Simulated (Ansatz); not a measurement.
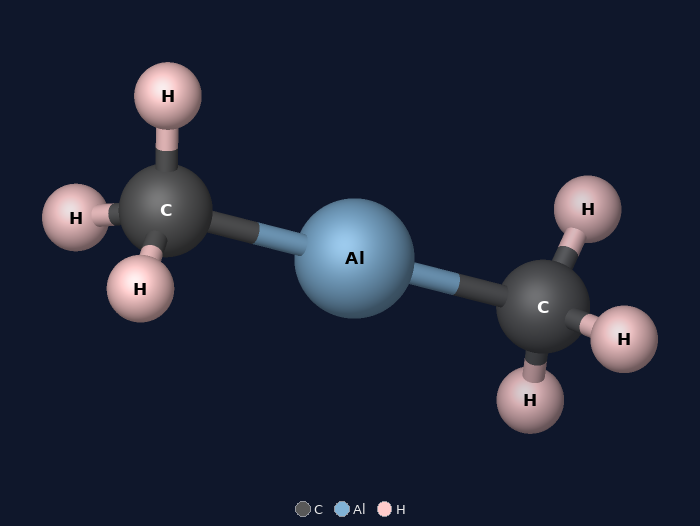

State: charge +1, singlet. The geometry was computed by an optimisation with PBE0-D4/def2-TZVP. No frequency run is at hand to confirm it as a minimum. Properties computed with RKS PBE0-D4/def2-TZVP (Ansatz 0.2.0).

Computed properties:

The species is C2H6Al(+).
- dispersion correction: −8.4 kJ/mol
